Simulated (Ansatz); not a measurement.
Geometry relaxation, with input and output: C2H3ClOSi

The run: geometry relaxation of C2H3ClOSi, SMILES OC1=C[SiH]1Cl. Method and program: RKS PBE/6-31G* (Ansatz 0.2.0).

It belongs to a series of runs on one base structure; here: end point A relaxed. Figures and captions count atoms from 1; the log counts them from 0 in places.

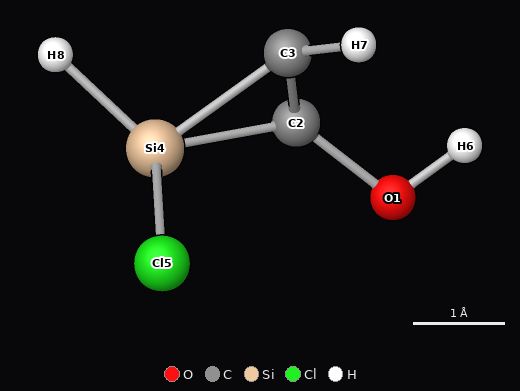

**Figure 1.** The starting structure (ball-and-stick view, seen at a tilt; atoms are numbered from 1 in the order of the input). Bond lengths as drawn: Cl–Si 2.06 Å, C–C 1.34 Å, C–H 1.07 Å, C–O 1.41 Å, C–Si 1.72 to 1.85 Å, H–O 0.99 Å and H–Si 1.52 Å.

**Summary**

```csv
quantity,value
outcome,converged
total energy,−24554.4182 eV
mean-field energy,−24554.4182 eV
largest force (length of the vector) at the end,0.008 eV/Å
hardware,"1 thread of Arm Neoverse V1, 24 GiB of memory available, shared host"
wall time,38 s
peak memory,0.14 GiB
```

**Input file**
```yaml
crystal:
  periodic: [false, false, false]
  atoms:
    - { symbol: O, position_ang: [1.6579, 0.3867, 0.9064] }
    - { symbol: C, position_ang: [0.5079, 0.6135, 0.1267] }
    - { symbol: C, position_ang: [-0.76, 0.2802, 0.4014] }
    - { symbol: Si, position_ang: [-0.138, -0.0946, -1.3014] }
    - { symbol: Cl, position_ang: [-0.1918, -2.1462, -1.1912] }
    - { symbol: H, position_ang: [1.3589, 0.6434, 1.8147] }
    - { symbol: H, position_ang: [-1.0598, -0.2077, 1.3066] }
    - { symbol: H, position_ang: [-1.2829, 0.4677, -2.119] }
basis:
  gaussian: { orbitals: "6-31G*" }
hamiltonian:
  xc: pbe
relax:
  f_tol: 0.015
  max_steps: 40
output:
  orbitals: {}
```

Launched with:
```bash
ansatz run input.yaml --threads 1 --pin off --max-ram 2048MiB --backend cpu --events-out ev --progress --plain --runs-dir out
```

**What the program printed**
```
The last accepted step is kept in [file] (removed where the run ends without a failure and the disk answers)
Engine: ansatz 0.2.0, aarch64-unknown-linux-gnu
Functional definition: PBE
  parameter kappa = 0.804
  parameter beta = 0.06672455060314922
  exchange = pbe_x(kappa = kappa, mu = beta*pi^2/3)
  correlation = pbe_c(beta = beta)
1022 factors; their error is unknown
mean field evaluation 1: about -24544.0881 eV, gradient 5.9e1 eV
mean field evaluation 2: about -24499.3603 eV, gradient 1.2e2 eV
mean field evaluation 4: about -24552.1334 eV, gradient 1.5e1 eV
mean field evaluation 8: about -24552.7105 eV, gradient 1.3e-1 eV
mean field evaluation 16: about -24552.6304 eV, gradient 1.9e-3 eV
mean field -24552.63036967 eV, -902.2925237147 hartree, gradient 5.7e-5 eV, S^2 0.000000; 0 other end points of the search recorded, 0 dependent functions left out
the calculation of the forces begins
reference -24552.63040035 eV, -902.2925248422 hartree; 27, 27 occupied and 62, 62 virtual orbitals, 1022 factors
relax step   1: F+E_penalty+E_count = -24552.63036967 eV  Δ(F+E_penalty+E_count) = +0.000e0 eV  max|allowed force component| = 3.477e0 eV/Å  Δτ_max = 0.0000 Å  (30 SCF iters, accepted)
these checks for a lower state are left out or cut short: starts, cluster_reference, orbital_swaps, neighbouring_geometries, increment
1022 factors; their error is unknown
mean field -24553.52137085 eV, -902.3252674042 hartree, gradient 9.3e-6 eV, S^2 0.000000; 0 other end points of the search recorded, 0 dependent functions left out
the calculation of the forces begins
reference -24553.52140159 eV, -902.3252685338 hartree; 27, 27 occupied and 62, 62 virtual orbitals, 1022 factors
relax step   2: F+E_penalty+E_count = -24553.52137085 eV  Δ(F+E_penalty+E_count) = -8.910e-1 eV  max|allowed force component| = 2.367e0 eV/Å  Δτ_max = 0.1997 Å  (36 SCF iters, accepted)
these checks for a lower state are left out or cut short: starts, cluster_reference, orbital_swaps, neighbouring_geometries, increment
1022 factors; their error is unknown
mean field evaluation 32: about -24554.0839 eV, gradient 2.5e-1 eV
mean field -24554.08403014 eV, -902.3459447518 hartree, gradient 9.6e-6 eV, S^2 0.000000; 0 other end points of the search recorded, 0 dependent functions left out
the calculation of the forces begins
reference -24554.08406104 eV, -902.3459458871 hartree; 27, 27 occupied and 62, 62 virtual orbitals, 1022 factors
relax step   3: F+E_penalty+E_count = -24554.08403014 eV  Δ(F+E_penalty+E_count) = -5.627e-1 eV  max|allowed force component| = 1.789e0 eV/Å  Δτ_max = 0.1943 Å  (36 SCF iters, accepted)
these checks for a lower state are left out or cut short: starts, cluster_reference, orbital_swaps, neighbouring_geometries, increment
1022 factors; their error is unknown
mean field -24554.30210817 eV, -902.3539589715 hartree, gradient 9.2e-6 eV, S^2 0.000000; 0 other end points of the search recorded, 0 dependent functions left out
the calculation of the forces begins
reference -24554.30213937 eV, -902.3539601181 hartree; 27, 27 occupied and 62, 62 virtual orbitals, 1022 factors
relax step   4: F+E_penalty+E_count = -24554.30210817 eV  Δ(F+E_penalty+E_count) = -2.181e-1 eV  max|allowed force component| = 8.707e-1 eV/Å  Δτ_max = 0.1995 Å  (36 SCF iters, accepted)
these checks for a lower state are left out or cut short: starts, cluster_reference, orbital_swaps, neighbouring_geometries, increment
1022 factors; their error is unknown
mean field -24554.38774399 eV, -902.3571060299 hartree, gradient 8.3e-6 eV, S^2 0.000000; 0 other end points of the search recorded, 0 dependent functions left out
the calculation of the forces begins
reference -24554.38777532 eV, -902.3571071810 hartree; 27, 27 occupied and 62, 62 virtual orbitals, 1022 factors
relax step   5: F+E_penalty+E_count = -24554.38774399 eV  Δ(F+E_penalty+E_count) = -8.564e-2 eV  max|allowed force component| = 4.359e-1 eV/Å  Δτ_max = 0.1288 Å  (30 SCF iters, accepted)
these checks for a lower state are left out or cut short: starts, cluster_reference, orbital_swaps, neighbouring_geometries, increment
1022 factors; their error is unknown
mean field -24554.35467626 eV, -902.3558908133 hartree, gradient 8.5e-6 eV, S^2 0.000000; 0 other end points of the search recorded, 0 dependent functions left out
the calculation of the forces begins
reference -24554.35470753 eV, -902.3558919622 hartree; 27, 27 occupied and 62, 62 virtual orbitals, 1022 factors
relax step   6: F+E_penalty+E_count = -24554.35467626 eV  Δ(F+E_penalty+E_count) = +3.307e-2 eV  max|allowed force component| = 6.297e-1 eV/Å  Δτ_max = 0.1713 Å  (37 SCF iters, rejected (line search))
these checks for a lower state are left out or cut short: starts, cluster_reference, orbital_swaps, neighbouring_geometries, increment
1022 factors; their error is unknown
mean field evaluation 64: about -24554.4158 eV, gradient 1.7e-3 eV
mean field -24554.41583960 eV, -902.3581385245 hartree, gradient 8.6e-6 eV, S^2 0.000000; 0 other end points of the search recorded, 0 dependent functions left out
the calculation of the forces begins
reference -24554.41587080 eV, -902.3581396712 hartree; 27, 27 occupied and 62, 62 virtual orbitals, 1022 factors
relax step   7: F+E_penalty+E_count = -24554.41583960 eV  Δ(F+E_penalty+E_count) = -2.810e-2 eV  max|allowed force component| = 1.116e-1 eV/Å  Δτ_max = 0.0836 Å  (31 SCF iters, accepted)
these checks for a lower state are left out or cut short: starts, cluster_reference, orbital_swaps, neighbouring_geometries, increment
1022 factors; their error is unknown
mean field -24554.41682551 eV, -902.3581747560 hartree, gradient 8.8e-6 eV, S^2 0.000000; 0 other end points of the search recorded, 0 dependent functions left out
the calculation of the forces begins
reference -24554.41685674 eV, -902.3581759037 hartree; 27, 27 occupied and 62, 62 virtual orbitals, 1022 factors
relax step   8: F+E_penalty+E_count = -24554.41682551 eV  Δ(F+E_penalty+E_count) = -9.859e-4 eV  max|allowed force component| = 6.553e-2 eV/Å  Δτ_max = 0.0684 Å  (31 SCF iters, accepted)
these checks for a lower state are left out or cut short: starts, cluster_reference, orbital_swaps, neighbouring_geometries, increment
1022 factors; their error is unknown
mean field -24554.41816455 eV, -902.3582239647 hartree, gradient 8.8e-6 eV, S^2 0.000000; 0 other end points of the search recorded, 0 dependent functions left out
the calculation of the forces begins
reference -24554.41819575 eV, -902.3582251115 hartree; 27, 27 occupied and 62, 62 virtual orbitals, 1022 factors
relax step   9: F+E_penalty+E_count = -24554.41816455 eV  Δ(F+E_penalty+E_count) = -1.339e-3 eV  max|allowed force component| = 2.127e-2 eV/Å  Δτ_max = 0.0274 Å  (32 SCF iters, accepted)
these checks for a lower state are left out or cut short: starts, cluster_reference, orbital_swaps, neighbouring_geometries, increment
1022 factors; their error is unknown
mean field -24554.41820383 eV, -902.3582254084 hartree, gradient 8.9e-6 eV, S^2 0.000000; 0 other end points of the search recorded, 0 dependent functions left out
the calculation of the forces begins
reference -24554.41823504 eV, -902.3582265551 hartree; 27, 27 occupied and 62, 62 virtual orbitals, 1022 factors
relax step  10: F+E_penalty+E_count = -24554.41820383 eV  Δ(F+E_penalty+E_count) = -3.929e-5 eV  max|allowed force component| = 7.092e-3 eV/Å  Δτ_max = 0.0026 Å  (32 SCF iters, accepted)
1022 factors; their error is unknown
mean field evaluation 96: about -24554.4946 eV, gradient 5.9e-1 eV
```

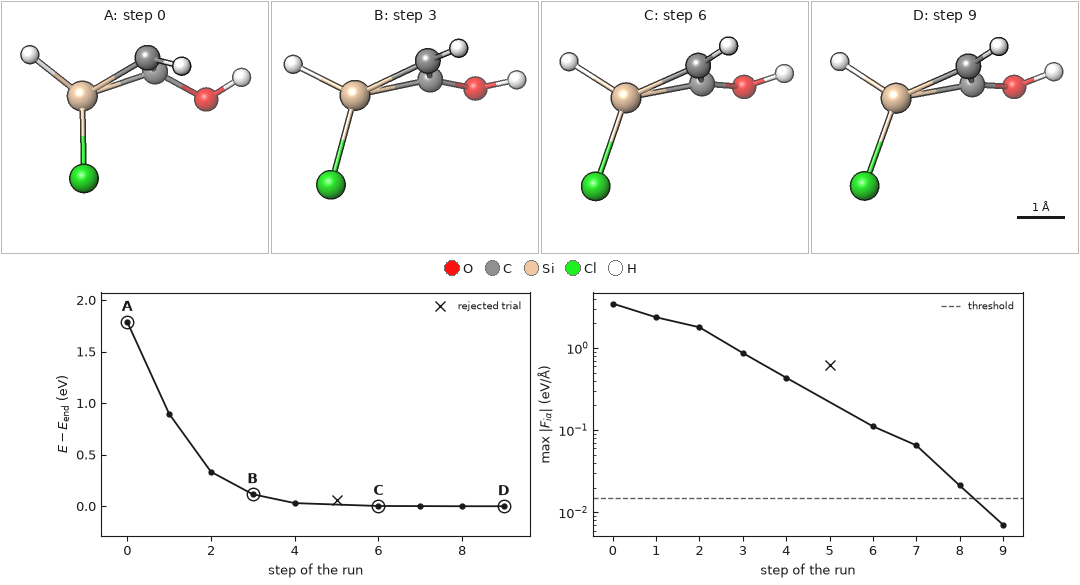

**Figure 2.** Frames of the relaxation (ball-and-stick view, seen at a tilt) above the curves, on which the letters mark them (the first geometry is step 0 here and step 1 in the log).

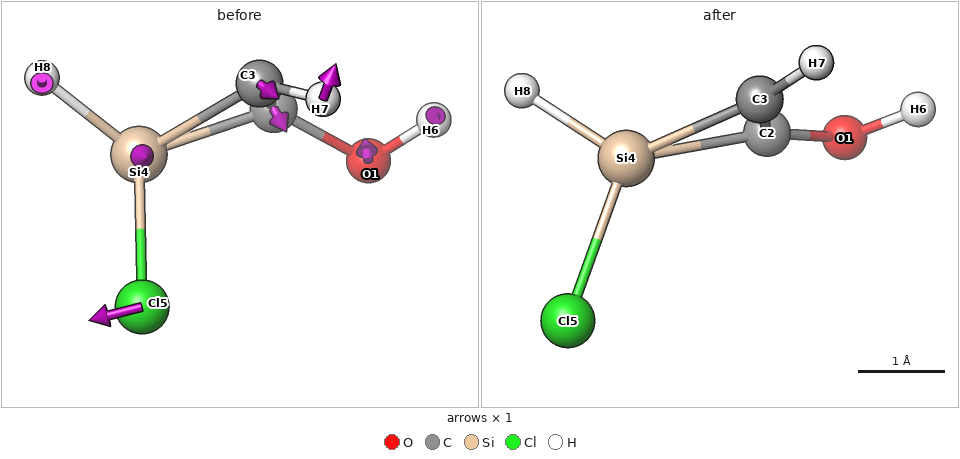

**Figure 3.** Before (left) and after (right) the relaxation, at one scale (ball-and-stick view, seen at a tilt). The pink arrows give the displacements, at true length. Cl5 moves most after the best rigid fit: 0.66 Å. Largest moves by element: Cl 0.66 Å, H 0.49 Å, Si 0.43 Å, C 0.36 Å, O 0.35 Å. Distances before and after: C2–Si4 1.720 → 1.814 Å, O1–C2 1.408 → 1.344 Å, C3–Si4 1.851 → 1.815 Å, Si4–Cl5 2.055 → 2.086 Å. Among the angles that change: C3–Si4–H8 99.6° → 125.1°, C3–Si4–Cl5 98.3° → 123.0°, O1–C2–Si4 134.5° → 152.8°. After 9 geometry steps the energy has fallen by 1.788 eV. Largest force component: 3.5 eV/Å at the start, 0.0071 eV/Å at the end. The line search rejected the trial step at point 5 (counted from 0) and went back. (Atoms are counted from 1 in the order of the input.)

```
mean field -24554.41820383 eV, -902.3582254084 hartree, gradient 1.5e-5 eV, S^2 0.000000; 1 other end points of the search recorded, 0 dependent functions left out
the calculation of the forces begins
reference -24554.41823504 eV, -902.3582265551 hartree; 27, 27 occupied and 62, 62 virtual orbitals, 1022 factors
Total energy: -24554.41823504 eV, -902.3582265551 hartree
Atom 0 at     1.706483     0.711214     0.836085 Å, force     0.000541     0.001141    -0.003060 eV/Å
Atom 1 at     0.553899     0.293558     0.284371 Å, force    -0.003671    -0.000416     0.007092 eV/Å
Atom 2 at    -0.739626     0.059908     0.646388 Å, force     0.002436     0.000676     0.001786 eV/Å
Atom 3 at    -0.439292    -0.329233    -1.100309 Å, force    -0.004089     0.000361     0.004113 eV/Å
Atom 4 at    -0.287302    -2.281436    -1.818883 Å, force     0.000291     0.000732     0.000330 eV/Å
Atom 5 at     1.549280     0.872273     1.795457 Å, force     0.000303    -0.000954    -0.000634 eV/Å
Atom 6 at    -1.345924     0.124176     1.555907 Å, force     0.002567    -0.001707    -0.005937 eV/Å
Atom 7 at    -0.905317     0.492540    -2.254815 Å, force     0.001622     0.000167    -0.003690 eV/Å
Dipole moment:    -0.064505     0.378382     0.509966 e Å
```

**Trajectory as extended XYZ (Å, eV, eV/Å), 10 frames, from step=1 to step=10**
```
8
Properties=species:S:1:pos:R:3:forces:R:3 step=1 energy=-24552.63037
O     1.6579    0.3867    0.9064   -0.3710   1.3620  -0.5845
C     0.5079    0.6135    0.1267    2.1753  -0.2301   3.4768
C    -0.7600    0.2802    0.4014    0.5649   0.8595  -0.4592
Si   -0.1380   -0.0946   -1.3014   -3.1346  -0.5499  -1.5728
Cl   -0.1918   -2.1462   -1.1912    0.3790  -0.9570  -0.8056
H     1.3589    0.6434    1.8147    0.2396  -0.2937  -0.1907
H    -1.0598   -0.2077    1.3066   -0.7779  -0.0560   0.7574
H    -1.2829    0.4677   -2.1190    0.9247  -0.1349  -0.6215
8
Properties=species:S:1:pos:R:3:forces:R:3 step=2 energy=-24553.52137
O     1.7065    0.4770    0.8812   -1.1823   1.0109  -0.3463
C     0.5016    0.5807    0.1742    2.3674  -0.4692   1.4976
C    -0.7765    0.3175    0.4893    0.1409  -0.3944  -0.4202
Si   -0.2709   -0.1545   -1.2395   -2.1048  -0.2608  -0.1827
Cl   -0.1366   -2.2535   -1.3503    0.1185   0.3603  -0.4774
H     1.4121    0.6154    1.8204    0.3760  -0.2071  -0.2497
H    -1.1318   -0.1284    1.4149   -0.5115   0.3328   0.3650
H    -1.2121    0.4887   -2.2460    0.7959  -0.3725  -0.1862
8
Properties=species:S:1:pos:R:3:forces:R:3 step=3 energy=-24554.08403
O     1.7439    0.6114    0.8505   -1.7893   0.1779   0.4153
C     0.5118    0.5078    0.2239    1.3802  -0.2823  -0.0821
C    -0.7797    0.2924    0.5842   -0.0177  -0.8501   0.1686
Si   -0.4376   -0.2085   -1.1615   -0.4495   0.1111   0.0019
Cl   -0.1169   -2.2800   -1.5340   -0.1511   0.6699  -0.0959
H     1.4823    0.5889    1.8228    0.6121   0.0738  -0.6806
H    -1.2228   -0.0258    1.5509   -0.0899   0.5142  -0.3207
H    -1.0887    0.4568   -2.3927    0.5052  -0.4144   0.5935
8
Properties=species:S:1:pos:R:3:forces:R:3 step=4 energy=-24554.30211
O     1.6994    0.6751    0.8659    0.7533   0.2794  -0.1461
C     0.5463    0.4171    0.2358   -0.2873  -0.2106   0.8707
C    -0.7383    0.1856    0.6332   -0.4164  -0.4274  -0.5832
Si   -0.4556   -0.2641   -1.1227   -0.3022   0.5123   0.1448
Cl   -0.1933   -2.2252   -1.7099    0.0608  -0.4442  -0.1025
H     1.5943    0.6950    1.8510   -0.3414  -0.0135  -0.3707
H    -1.3368    0.0708    1.5537    0.3112   0.2179  -0.1735
H    -1.0237    0.3887   -2.3627    0.2218   0.0861   0.3606
8
Properties=species:S:1:pos:R:3:forces:R:3 step=5 energy=-24554.38774
O     1.7010    0.7092    0.8358    0.1995   0.0586  -0.1733
C     0.5406    0.3616    0.2510   -0.1834  -0.1189   0.4359
C    -0.7471    0.1213    0.6380   -0.2409  -0.1557   0.0070
Si   -0.4724   -0.3043   -1.1094    0.1282   0.2446  -0.0005
Cl   -0.2142   -2.2753   -1.7424   -0.0687  -0.0008  -0.0559
H     1.5866    0.7547    1.8148   -0.1732   0.0231  -0.1259
H    -1.3547    0.1002    1.5621    0.2827   0.0829  -0.2753
H    -0.9477    0.4756   -2.3056    0.0559  -0.1337   0.1879
8
Properties=species:S:1:pos:R:3:forces:R:3 step=6 energy=-24554.35468 accepted=F
O     1.7035    0.7171    0.8302    0.0338   0.0818   0.1157
C     0.5582    0.2549    0.3065    0.5305  -0.0278  -0.3104
C    -0.7064   -0.0389    0.6828   -0.6297   0.5383  -0.3062
Si   -0.4440   -0.3092   -1.0958    0.0983  -0.4736   0.0258
Cl   -0.2953   -2.2635   -1.8224   -0.0125   0.0374  -0.0647
H     1.5461    0.9034    1.7852    0.0495   0.0069   0.0222
H    -1.3625    0.1780    1.5215   -0.0749  -0.2507   0.3810
H    -0.9076    0.5012   -2.2637    0.0049   0.0875   0.1366
8
Properties=species:S:1:pos:R:3:forces:R:3 step=7 energy=-24554.41584
O     1.7090    0.7141    0.8334   -0.0617   0.0137   0.0980
C     0.5502    0.3141    0.2798    0.0218  -0.0653  -0.0132
C    -0.7406    0.0733    0.6452   -0.1089   0.0148   0.0516
Si   -0.4450   -0.3214   -1.1014    0.0409  -0.0305  -0.0183
Cl   -0.2627   -2.2828   -1.8046   -0.0225   0.0801   0.0232
H     1.5608    0.8333    1.8029    0.0208   0.0181  -0.1116
H    -1.3546    0.1284    1.5537    0.0881  -0.0146  -0.0660
H    -0.9249    0.4841   -2.2647    0.0215  -0.0163   0.0363
8
Properties=species:S:1:pos:R:3:forces:R:3 step=8 energy=-24554.41683
O     1.7073    0.7127    0.8383   -0.0017  -0.0187  -0.0320
C     0.5575    0.2862    0.2859   -0.0047   0.0655   0.0327
C    -0.7369    0.0553    0.6470    0.0357  -0.0523  -0.0468
Si   -0.4361   -0.3278   -1.1017   -0.0242  -0.0229   0.0180
Cl   -0.3135   -2.2838   -1.8163    0.0178   0.0118  -0.0086
H     1.5419    0.8980    1.7915    0.0005  -0.0215   0.0199
H    -1.3415    0.1017    1.5577   -0.0172   0.0447   0.0124
H    -0.8865    0.5007   -2.2583   -0.0064  -0.0066   0.0044
8
Properties=species:S:1:pos:R:3:forces:R:3 step=9 energy=-24554.41816
O     1.7066    0.7109    0.8349    0.0017   0.0022   0.0140
C     0.5537    0.2922    0.2850    0.0001   0.0058  -0.0018
C    -0.7394    0.0597    0.6483   -0.0092  -0.0075  -0.0213
Si   -0.4415   -0.3293   -1.0989    0.0144  -0.0058  -0.0043
Cl   -0.2865   -2.2807   -1.8201   -0.0037   0.0026   0.0052
H     1.5501    0.8735    1.7944    0.0041  -0.0023  -0.0101
H    -1.3476    0.1243    1.5557   -0.0029   0.0018   0.0169
H    -0.9033    0.4924   -2.2551   -0.0045   0.0032   0.0014
8
Properties=species:S:1:pos:R:3:forces:R:3 step=10 energy=-24554.41820
O     1.7065    0.7112    0.8361    0.0005   0.0011  -0.0031
C     0.5539    0.2936    0.2844   -0.0037  -0.0004   0.0071
C    -0.7396    0.0599    0.6464    0.0024   0.0007   0.0018
Si   -0.4393   -0.3292   -1.1003   -0.0041   0.0004   0.0041
Cl   -0.2873   -2.2814   -1.8189    0.0003   0.0007   0.0003
H     1.5493    0.8723    1.7955    0.0003  -0.0010  -0.0006
H    -1.3459    0.1242    1.5559    0.0026  -0.0017  -0.0059
H    -0.9053    0.4925   -2.2548    0.0016   0.0002  -0.0037
```

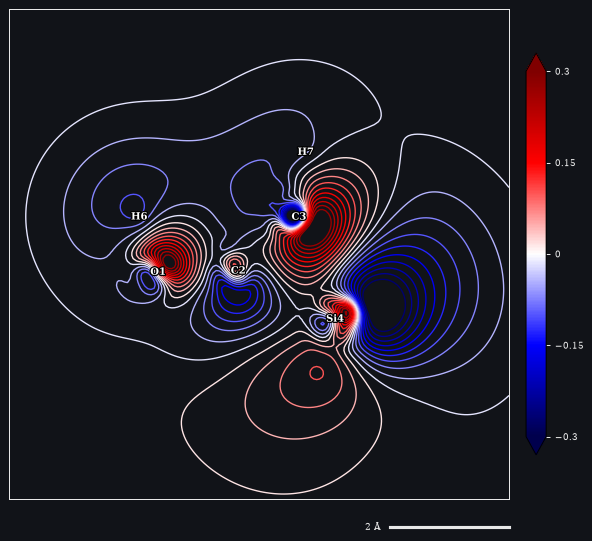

**Figure 4.** The LUMO on the plane of atoms C2, C3 and Si4 (values in Å⁻³ᐟ²; the overall sign is arbitrary). It lies mainly on Si4 (30 %), C3 (30 %) and C2 (20 %). Its energy is −0.60 eV.

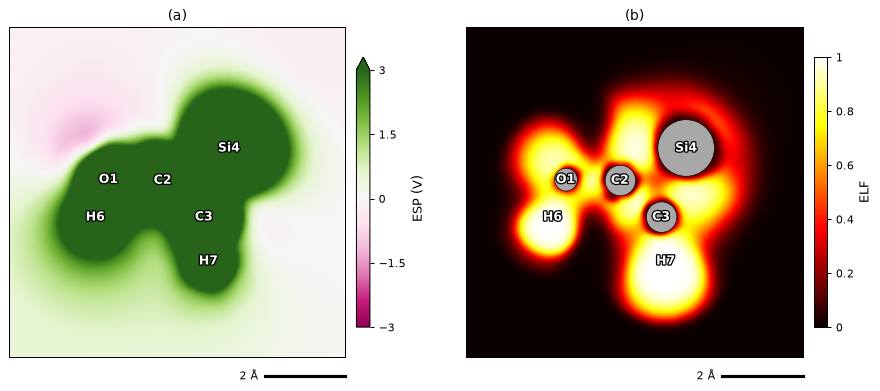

**Figure 5.** (a) molecular electrostatic potential; (b) ELF on the plane of atoms O1, C2 and C3. Grey discs, where drawn, cover atomic cores. C–O (1.34 Å): the ELF peaks at about 0.90 between the atoms, which marks a polar covalent bond. C–C (1.36 Å): the ELF peaks at about 0.90 between the atoms, which marks a covalent bond.
